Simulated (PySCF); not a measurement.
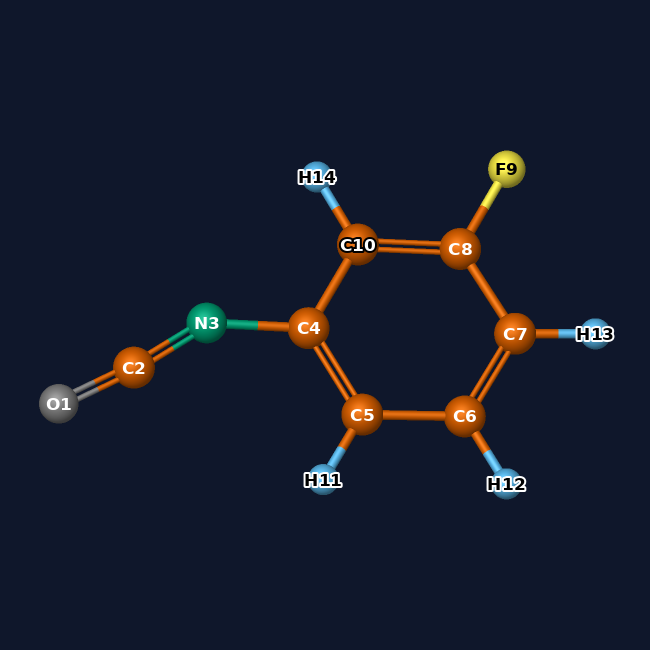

The geometry was computed by an optimisation with PBE0-D3(BJ)/def2-SVP. No frequency run is at hand to confirm it as a minimum. Electric field gradients from the ground-state density, B3LYP/pcJ-1 (PySCF 2.14.0), non-relativistic apart from any core potentials.

Give the largest field-gradient component, the quadrupole coupling constant and the asymmetry for 17O at O1 (Q = −25.6 mb), 14N at N3 (Q = 20.44 mb), 2H at H11 (Q = 2.86 mb), 2H at H12 (Q = 2.86 mb), 2H at H13 (Q = 2.86 mb), 2H at H14 (Q = 2.86 mb).

| atom | V_zz (a.u.) | e²qQ/h (MHz) | η |
| --- | --- | --- | --- |
| O1 | 0.665 | −4.00 | 0.40 |
| N3 | 0.690 | 3.31 | 0.16 |
| H11 | 0.295 | 0.198 | 0.11 |
| H12 | 0.293 | 0.197 | 0.07 |
| H13 | 0.297 | 0.199 | 0.09 |
| H14 | 0.296 | 0.199 | 0.09 |
